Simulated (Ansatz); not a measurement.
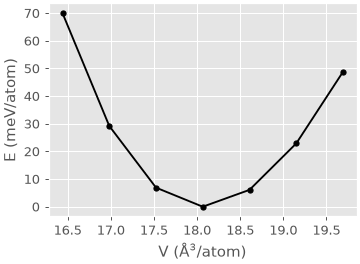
Figure. Zr₂TlC in space group P6_3/mmc (No. 194; Zr on 4f, Tl on 2c, C on 2a) under volume change, plane-wave PAW PBEsol (Ansatz code), shape and atoms relaxed at each volume.

What does a third-order Birch–Murnaghan fit give for V₀, B₀ and B′?

V₀ = 18.07 Å³/atom, B₀ = 127 GPa, B′ = 4.9.

The first step of the workflow began from a Materials Project structure, measured or hypothetical; the Crystallography Open Database copy checked does not list it. Whether it is the stable phase at ambient conditions was not checked. The PBEsol relaxation kept the symmetry of its start; its stability against distortions is not shown here. No spin polarisation was allowed. Spin–orbit coupling is left out wherever it is not named.

Potentials: the earlier of the program's two PAW sets. The files were generated under PBE; for other functionals the program regenerates the frozen cores, and for LDA and PBEsol the local potential too.
